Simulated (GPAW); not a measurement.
Consider O on a N site in Cu3N.

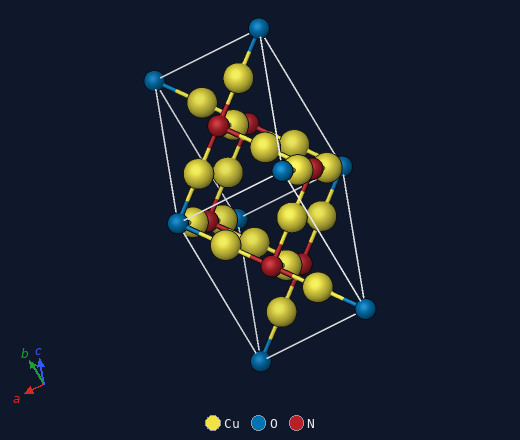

The structure (copper yellow, oxygen blue, nitrogen red). Some periodic images of atoms are drawn too.

```xyz
16
Lattice="3.8070 3.8070 3.8070 -3.8070 3.8070 -3.8070 -3.8070 3.8070 3.8070" Properties=species:S:1:pos:R:3 pbc="T T T"
Cu   -3.8070    3.8070   -1.8705
Cu    0.0000    3.8070    1.9035
Cu   -3.8070    3.8070    1.8705
Cu   -3.8070    7.6140    1.9035
Cu    0.0000    1.9365    0.0000
Cu    0.0000    5.6775    0.0000
Cu   -3.8070    5.7105    0.0000
Cu    0.0000    5.7105    3.8070
Cu   -1.8705    3.8070    3.8070
Cu   -1.9035    7.6140    3.8070
Cu   -1.9035    3.8070    0.0000
Cu    1.8705    3.8070    3.8070
O     0.0000    0.0000    0.0000
N     0.0000    3.8070    0.0000
N    -3.8070    3.8070    0.0000
N     0.0000    3.8070    3.8070
```

Absorber: atom 13, with 6 Cu at 1.94 Å (octahedral; the defect atom itself). Method: GPAW, PBE, excited-electron core hole (neutral cell), 16-atom cell with 6.6 Å between holes, 5×5×5 k points, dipole transitions, Gaussian full width 0.9 eV up to 4 eV, rising linearly to 3.5 eV at 25 eV.

The database entry behind the starting cell differs from later determinations by our own check (0.1 to 0.3 % short, probably kX units), so it need not match the best structure at ambient conditions.

Question: What does the O K edge look like?

Main maxima up to 24 eV above the zero (height): 1.0 eV (3.59), 5.4 eV (1.70) and 14.3 eV (1.29). A K edge sees empty p states on the absorber. The total-energy difference is 531.96 eV. The functional leaves an error of a few eV in such absolute values.

The O K spectrum (energy from the lowest empty level; intensity scaled to a mean of 1 over the first 20 eV):

```tsv
E (eV)	intensity
-2.0	0.00
-0.5	0.04
1.0	3.59
2.5	1.44
4.0	0.85
5.5	1.69
7.0	0.50
8.5	0.20
10.0	0.38
11.5	0.72
13.0	1.08
14.5	1.28
16.0	1.02
17.5	0.76
19.0	0.61
20.5	0.54
22.0	0.53
23.5	0.51
25.0	0.46
26.5	0.53
```

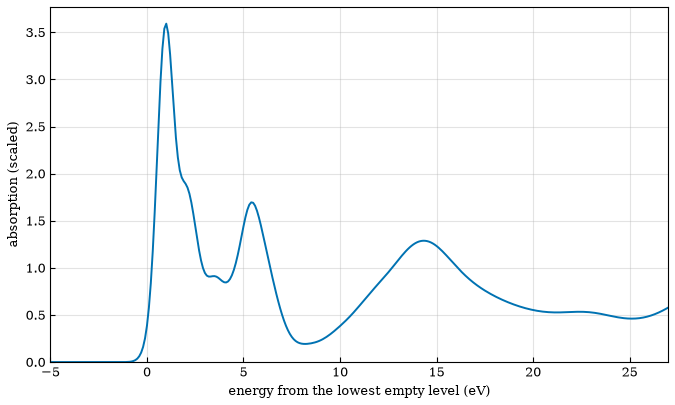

The O K edge.

The hole lies in one spin channel, while the script sums the empty states of both and takes the lower zero; where the two channels are split, this blurs and shifts the curve. The cell shows no gap over 0.35 eV; the host's own band filling, the defect's levels or the functional may be the cause. The starting moments shrank to 0.00 μB or less, so this is hardly a magnetic state. In so small a cell the defects form an ordered array, and no site is far from one. The mesh is coarse (0.23 Å⁻¹ between points), so small maxima may be mesh ripples.

[Banner, clock and machine lines of the logs are left out without a mark of their own.]

[Logs are printed without paths, hosts, clocks, repeated set-up lines and the standing remarks that a program may print on its own settings, such as how far it seeks lower states.]

[Hosts, paths, dates, database ids (printed as entryN), source tags and the programs' standing remarks are cut or masked in the printed files.]

[Lists of maxima count a maximum above −3 eV only where it reaches 4 % of the highest in the window and stands out from its surroundings by 2 % of it (1.5 % where it reaches 55 %); shoulders and weaker maxima are passed over, and of the rest the first, up to two pre-edge ones and the few strongest are named.]
